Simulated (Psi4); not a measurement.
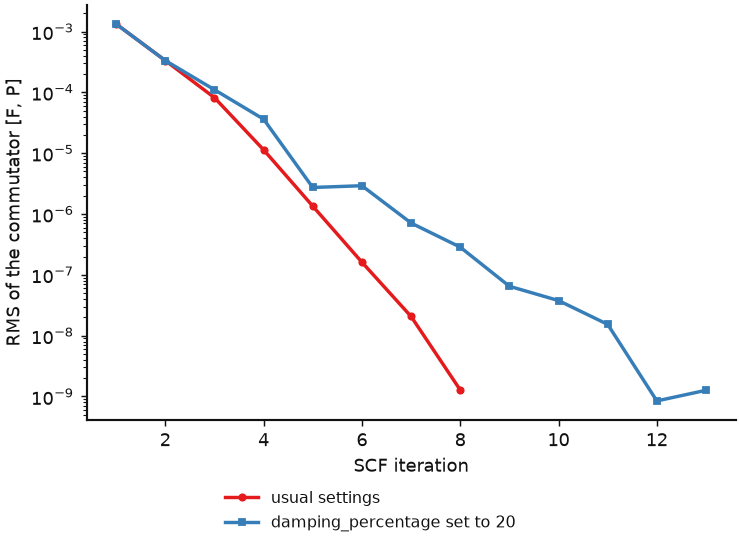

Two SCF runs that differ in one setting.
System: AlH₃ (SMILES [AlH3]).
Method: Psi4, RHF CEPA(0), cc-pwCVTZ.

How did each SCF end?

“usual settings” converged in 8 iterations. “damping_percentage set to 20” converged in 13 iterations. Damping keeps part of the old density at each step, which slows an SCF that didn't need it. Both end at the same energy within 1 meV.
